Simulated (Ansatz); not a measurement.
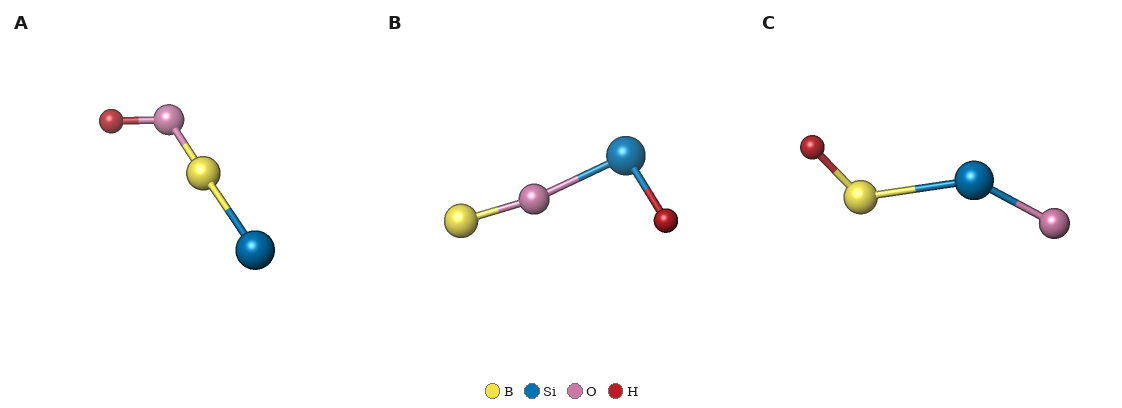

3 stationary structures of one formula. Geometries: PBE-D4/def2-SVP. Electronic energies: PBE-D4/def2-SVP (Ansatz 0.2.0), without zero-point energy. No frequency run is at hand to confirm each as a minimum.

Which is lowest in energy, and by how much?

Answer. B is lowest; A lies 15.7 kcal/mol above it, C lies 43.0 kcal/mol above it (Cs).
